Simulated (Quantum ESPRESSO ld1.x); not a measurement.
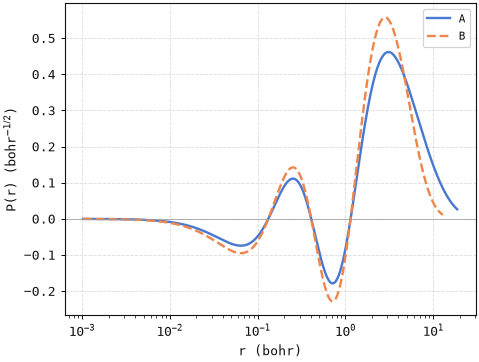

Two charge states of indium were computed: In in [Kr] 4d10 5s2 5p1 (high spin); In⁻ in [Kr] 4d10 5s2 5p2 (high spin). The calculation used Quantum ESPRESSO ld1.x 7.5 at this level: scalar-relativistic Kohn-Sham, LDA (Slater exchange, Perdew-Zunger correlation), spin-polarised, spherical densities, point nucleus, Perdew-Zunger self-interaction correction.

The plot shows P(r) = r R(r) of the 5p up orbital in both runs (large components where relativistic).

**Assign A and B.**

A is In⁻ in [Kr] 4d10 5s2 5p2 (high spin) (⟨r⟩ = 4.94 bohr, eigenvalue −0.514 eV); B is In in [Kr] 4d10 5s2 5p1 (high spin) (⟨r⟩ = 3.65 bohr, eigenvalue −5.24 eV). Fewer electrons screen less, so the orbital shrinks.
